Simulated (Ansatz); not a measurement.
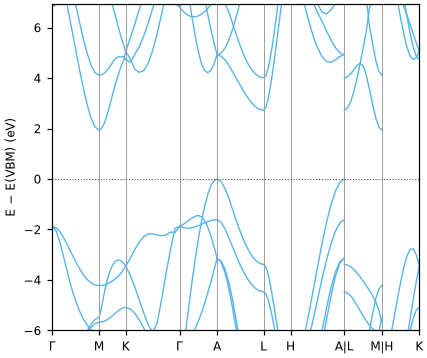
*Band structure from PBE in the plane-wave PAW code Ansatz*

Q: Read off the gap and where the band edges lie.

A: About 1.9 eV (1.94 eV by a search for the band edges); maximum at A, minimum at M.

Q: Which compound is it?
A. CdS, NiAs type
B. C, P6_222 (C on 3c)
C. WSe2, P6_3/mmc (W on 2c, Se on 4f)

A: B, C, P6_222 (C on 3c)

The start of the workflow was typed in or built on a structure type; neither database checked (COD, Materials Project) lists it. It is not the phase usual at ambient conditions (space group No. 194, 227). The cell was relaxed with PBE under the symmetry of its start; whether a distortion lowers the energy is not shown.

Potentials: the later of the program's two PAW sets.
